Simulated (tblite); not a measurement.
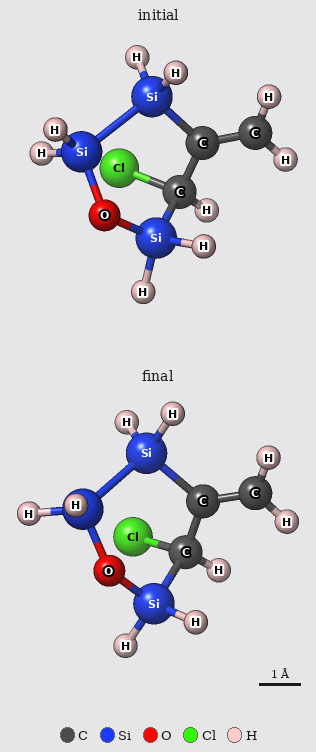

The structure of C$_{3}$H$_{9}$ClOSi$_{3}$ before (top) and after (bottom) a relaxation, at one scale.

The picture is a ball-and-stick view, seen at a tilt.

These are results of GFN2-xTB geometry optimisation, gas phase (tblite 0.8.0), not measurements. 

What changed between the two?

Over 87 geometry steps the energy falls by 0.785 eV. An H atom moves most after the best rigid fit: 0.79 Å. By element the largest moves are H 0.79 Å, Cl 0.54 Å, Si 0.32 Å, O 0.29 Å, C 0.23 Å. Some distances before and after: Cl–Si 3.022 → 3.722 Å, Cl–Si 3.020 → 3.197 Å, C–Si 1.853 → 1.926 Å, O–Si 1.684 → 1.611 Å. Bond angles that change, for instance: Si–O–Si 117.4° → 141.1°, Si–Si–H 107.5° → 118.4°, H–Si–H 106.4° → 116.5°. Groups turn about Si–Si by about 30°, C–Si by about 20°.
